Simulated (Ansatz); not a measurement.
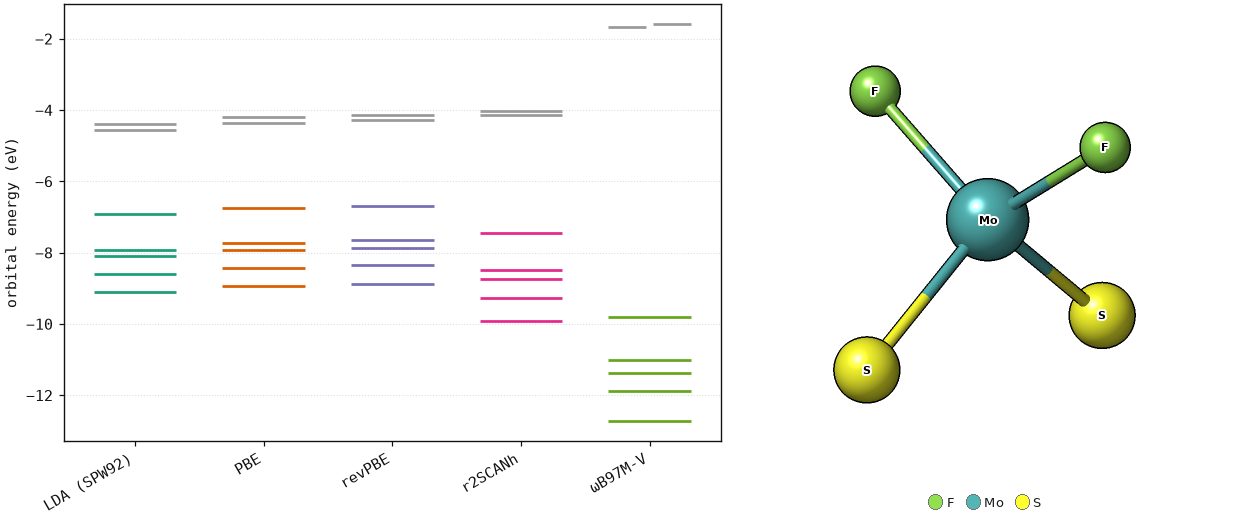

Frontier orbital energies of MoS₂F₂, SMILES [F][Mo]([F])(=[S])=[S], singlet at one geometry, def2-TZVPP, the Ansatz code 0.2.0, at a PBE0-D4/def2-TZVP geometry (a minimum by its frequencies). Empty levels are grey, levels within 0.1 eV stand side by side; all columns show the same few orbitals around the gap.

How do the frontier levels move from column to column?

Answer. The separation grows from 2.36 eV (LDA (SPW92)) to 8.15 eV (ωB97M-V).

```csv
level,HOMO (eV),LUMO (eV),separation (eV)
LDA (SPW92),−6.92,−4.56,2.36
PBE,−6.75,−4.36,2.39
revPBE,−6.69,−4.28,2.41
r2SCANh,−7.45,−4.15,3.30
ωB97M-V,−9.82,−1.67,8.15
```

Limits of at least one run: core potentials past krypton.
